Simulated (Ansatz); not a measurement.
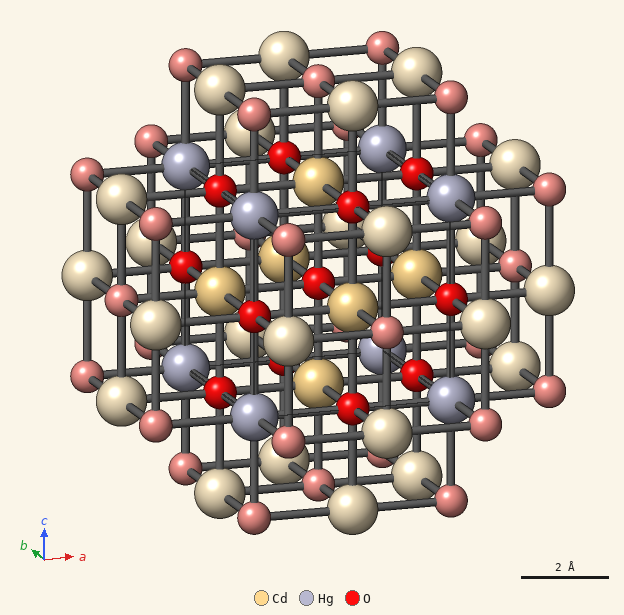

The image is a ball-and-stick drawing of a crystal, viewed slightly off an axis. The box is the conventional unit cell; atoms on or close to its faces, edges and corners are drawn wherever they repeat. Atoms outside the box are added where they are bonded to one inside, in fainter colours.

Cd3HgO4, space group Pm-3m (No. 221), a = 4.809 Å, b = 4.809 Å, c = 4.809 Å, α = 90.00°, β = 90.00°, γ = 90.00°. Its origin is a structure type filled with these elements by a generator (whether the compound takes this form wasn't checked). Earlier steps of the study, as a rule a relaxation of our own, may have changed the cell and positions, so they can lie some per cent off the listed ones. An electronic-structure calculation with Ansatz was run on it.

This one geometry was computed with Ansatz (DFT, plane waves, PAW) at four levels of theory: r2SCAN, PBE, LDA and PBE with spin-orbit coupling.

> Which level gives the highest pressure at this volume, and what does that say about its equilibrium volume?

Highest: PBE (0.0 GPa) and PBE with spin-orbit coupling (-0.1 GPa), which points to the largest equilibrium volume. Lowest, with the smallest volume: LDA (-11.1 GPa). Levels within 0.5 GPa of each other can't be told apart.

> How does the band gap change with the level of theory?

All levels give a metal, though semilocal functionals underestimate gaps and can close a small one.

> Collect the results in a table.

| level | cutoff (eV) | k-mesh of the run's cell | gap (eV) | pressure (GPa) |
| --- | --- | --- | --- | --- |
| r2SCAN | 500 | 8×8×8 | metal | -5.1 |
| PBE | 420 | 8×8×8 | metal | 0.0 |
| LDA | 420 | 8×8×8 | metal | -11.1 |
| PBE with spin-orbit coupling | 420 | 8×8×8 | metal | -0.1 |

Gaps are taken on the k-mesh or band path of each run.
